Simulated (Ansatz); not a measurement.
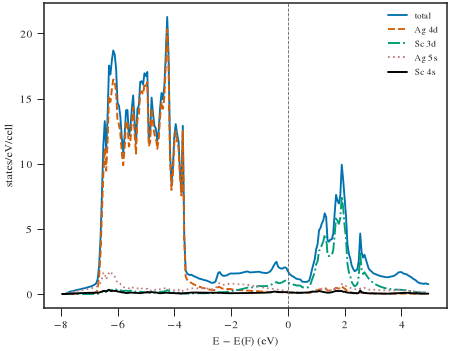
*Total and projected density of states of ScAg₄ in space group I4/m (No. 87; Sc on 2a, Ag on 8h), the program Ansatz at the r²SCAN level (PAW)*

**Question.** Which orbitals carry the states next to the Fermi level?

**Answer.** Within 0.5 eV of the Fermi level: Sc 3d 48 %, Ag 5s 13 %, Sc 4s 8 %, Ag 4d 7 %, outside the projected shells 23 %. Projections are on Löwdin-orthogonalised atomic valence shells; empty p or d shells of many metals are not among them.

**Question.** Where is the tallest occupied peak in this window, and what makes it?

**Answer.** Near -4.2 eV, about 21 states/eV per cell; the largest projected share is Ag 4d.

The first step of the workflow began from a Materials Project structure, measured or hypothetical; the Crystallography Open Database files this formula in space group No. 87, but the cells were not matched. Whether it is the stable phase at ambient conditions was not checked. The cell was relaxed with r²SCAN under the symmetry of its start; whether a distortion lowers the energy is not shown. No spin polarisation was allowed. Spin–orbit coupling is left out wherever it is not named.

Potentials: the later of the program's two PAW sets.
